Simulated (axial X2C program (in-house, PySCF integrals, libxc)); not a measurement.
HgLi⁻: relativistic diatomic calculation

HgLi⁻. The reference is closed-shell HgLi⁻; the roots are vertical excitation energies. The distance is the PBE0 minimum at charge −1. Computed at this level: EOM-EE-CCSD, two-component X2C with atomic mean-field Coulomb and Gaunt terms, Hg dyall-acv3z, Li dyall-acv3z (cores contracted) (axial X2C program (in-house, PySCF integrals, libxc)).

**Input file**
```
{"zs": [80, 3], "q": -1, "bas": ["dyall-acv3z", "dyall-acv3z"], "r0": 2.66, "eom": "ee", "thr": -2.0, "nmax": 88}
```

The line is the task of a batch: nuclear charges, charge, bases, a first guess of the distance and further settings. This report covers the levels named above. The log is that of the reference distance 3.287 Å.

The run was one of a batch that the task file lists, launched with:
```bash
python <driver script> task.json out
```

**Output**
```
two-component X2C + atomic mean field  HF
basis functions 238  fitting functions 1096  grid points 5088
iter        total energy     max residual
   1     -19630.996631630     1.33e+00
   2     -19631.033433588     1.76e-02
   3     -19631.034421398     7.42e-02
   4     -19631.035076962     8.60e-03
   5     -19631.035100014     4.39e-04
   6     -19631.035110756     2.57e-03
   7     -19631.035114038     1.32e-03
   8     -19631.035115824     9.44e-05
   9     -19631.035116365     4.11e-04
  10     -19631.035116558     2.05e-04
  11     -19631.035116610     1.17e-05
  12     -19631.035116630     5.83e-05
  13     -19631.035116639     4.70e-05
  14     -19631.035116643     1.13e-05
  15     -19631.035116645     7.86e-06
  16     -19631.035116645     7.59e-06
  17     -19631.035116645     2.30e-06
  18     -19631.035116645     4.59e-07
converged
one-electron -26972.00093855  Coulomb 7695.10254740  exact exchange -374.28704996  xc functional 0.00000000  nuclear repulsion 38.63782495  atomic mean-field constant -18.48750049
correlated 14  virtual 296  natural virtual 88  E(MP2) -0.470609075  MP2 remainder -0.085995053
iter   CCSD correlation   residual
   1     -0.351156545   2.01e-01
   2     -0.366486901   9.74e-02
   3     -0.367228552   4.85e-02
   4     -0.366876113   1.78e-02
   5     -0.367090232   8.50e-03
   6     -0.367083563   3.74e-03
   7     -0.367070146   1.67e-03
   8     -0.367100571   7.69e-04
   9     -0.367091034   3.31e-04
  10     -0.367093328   1.38e-04
  11     -0.367092439   8.45e-05
  12     -0.367091042   5.43e-05
  13     -0.367091148   3.26e-05
  14     -0.367091107   2.08e-05
  15     -0.367091072   1.34e-05
  16     -0.367091166   8.86e-06
  17     -0.367091177   5.21e-06
(T) -0.009179531811002744  T1 0.0394  D1 0.0914  max T2 0.102
EOM-EE-CCSD roots
2*Omega      energy/Eh   energy/eV  one-particle weight
    0       0.01944260      0.5291      0.952
    0       0.02212768      0.6021      0.942
    0       0.02466719      0.6712      0.947
    0       0.03118429      0.8486      0.904
    0       0.03220348      0.8763      0.925
    2       0.02040159      0.5552      0.952
    2       0.02441459      0.6644      0.947
    2       0.03135639      0.8533      0.914
    2       0.03220467      0.8763      0.925
    4       0.02388589      0.6500      0.947
    4       0.03612287      0.9830      0.925
    4       0.04504996      1.2259      0.930
    6       0.10412644      2.8334      0.000
```

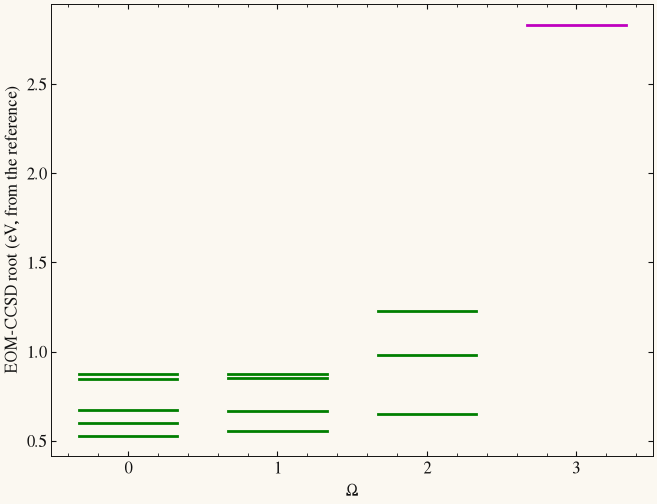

*EOM-CCSD roots by Ω at 3.29 Å; roots whose one-particle weight is under 0.8 have the second colour.*

The lowest has Ω = 0 and lies at 0.529 eV, with one-particle weight 0.95. 1 of the 13 roots are less well described at this level.

**Results in brief**

- outcome: converged
- HF energy of the reference HgLi⁻: −19631.03512 hartree
- MP2 energy of the reference HgLi⁻: −19631.50573 hartree
- CCSD energy of the reference HgLi⁻ (with the MP2 share of the virtual spinors left out of the coupled-cluster step): −19631.48820 hartree
- CCSD(T) energy of the reference HgLi⁻: −19631.49738 hartree
- T1 diagnostic (spinor form; for a closed shell √2 times the usual value): 0.039
- hardware: 1 thread of Arm Neoverse V1, 24 GiB of memory available, shared host
- wall time: 41 s
- peak memory: 0.87 GiB
